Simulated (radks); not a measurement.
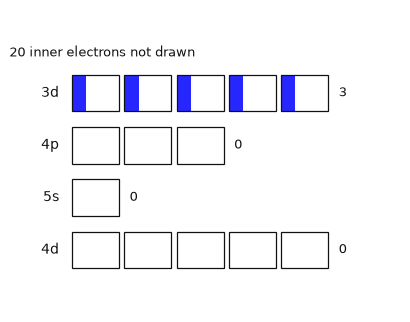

Fig. 1: The outer shells as the input fills them: a box for each of the 2l + 1 orbitals, shaded by the share of the shell that is filled, with the electron count at the right.

**Run report: V, atomic calculation**

- system: the neutral vanadium atom in the configuration [Ar] 3d3 4s2 (high spin). It sits in a hard spherical wall of radius 5 bohr.
- method: non-relativistic Kohn-Sham, LDA (Slater exchange, VWN5 correlation), spin-polarised, spherical densities, point nucleus (the in-house radial solver radks)

**Log**
```
1s      1   1.0000        -195.07994179
2s      1   1.0000         -21.69308629
2p      1   3.0000         -18.30828513
3s      1   1.0000          -2.44277828
3p      1   3.0000          -1.52722442
3d      1   3.0000          -0.12442681
4s      1   1.0000          -0.05653405
4p      1   0.0000           0.13411631
5s      1   0.0000           0.83839903
4d      1   0.0000           0.48437067
1s      2   1.0000        -195.07995442
2s      2   1.0000         -21.65416305
2p      2   3.0000         -18.27830771
3s      2   1.0000          -2.34483359
3p      2   3.0000          -1.43136454
3d      2   0.0000          -0.04157450
4s      2   1.0000          -0.02338794
4p      2   0.0000           0.16168718
5s      2   0.0000           0.87180133
4d      2   0.0000           0.51407449
Etot -941.5863688823727
Ekin 941.1536428908643
Encl -2237.787667845071
Eh 398.12898442553933
Exc -43.081328353705146
err 2.684736098876378e-09
it 13
```

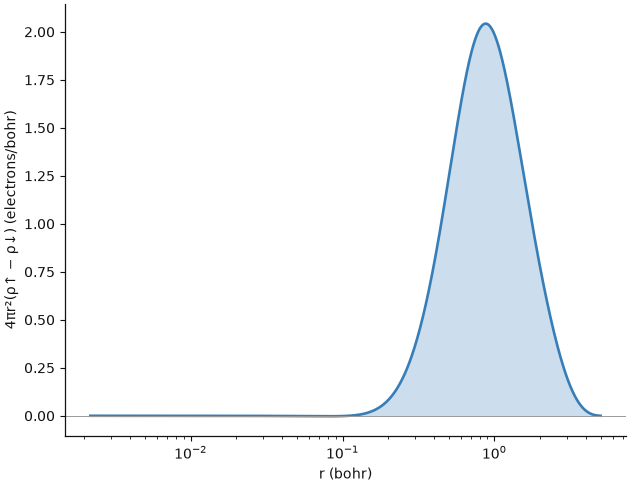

Fig. 2: The radial spin density. The curve integrates to 3 unpaired electrons, held by 3d (+3). Its largest value, 2.04 electrons/bohr, lies near r = 0.88 bohr. Regions of the opposite sign are negligible. At the nucleus the spin density is −0.165 bohr⁻³.

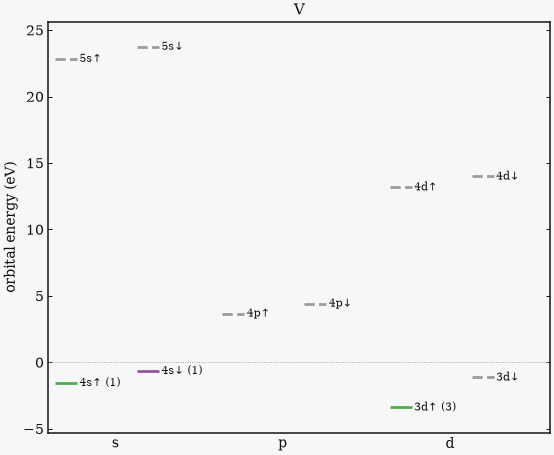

Fig. 3: The outer levels are drawn (occupations in brackets, up spins at the left of each column and down spins at the right, empty levels dashed). The highest occupied level is 4s down at −0.636 eV. From the top down the occupied levels run 4s down (−0.636 eV), 4s up (−1.54 eV), 3d up (−3.39 eV). The lowest empty level drawn is 3d down at −1.13 eV, below the highest occupied one, so this filling isn't the aufbau one. The largest exchange splitting (down less up) among the shells drawn in both spins is that of 3d, 2.25 eV. The order isn't aufbau: the empty 3d down level lies under the highest occupied one.

**Input**
```
Z 23
configuration [Ar] 3d3 4s2 4p0 5s0 4d0
relativity non-relativistic
functional lda,vwn5
spin polarised
nucleus point
wall 5 bohr
```

Energies in input and log are in hartree, lengths in bohr.

**Summary**

- outcome: converged
- total energy: −941.586369 hartree
- kinetic energy: 941.153643 hartree
- electron–nucleus energy: −2237.7877 hartree
- Hartree energy: 398.128984 hartree
- exchange–correlation energy: −43.081328 hartree
- radius at density 0.001 e/bohr³: 4.20 bohr
- pressure on the wall: 16.3 GPa
- SCF iterations: 13
- hardware: 1 CPU thread, shared host
